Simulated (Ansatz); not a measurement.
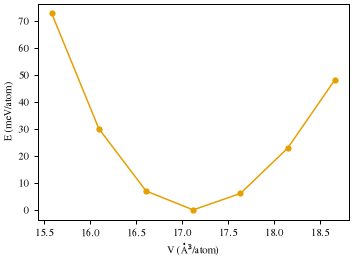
Figure. InPd (CsCl type, space group No. 221) under volume change, PBEsol in the plane-wave PAW code Ansatz, scaled uniformly.

What does a third-order Birch–Murnaghan fit give for V₀, B₀ and B′?

V₀ = 17.12 Å³/atom, B₀ = 135 GPa, B′ = 5.8.

Space group Pm-3m (CsCl type). The PBEsol relaxation kept the symmetry of its start; of distortions, only those at the zone centre were tested. The run is not spin-polarised.

Potentials: the later of the program's two PAW sets.
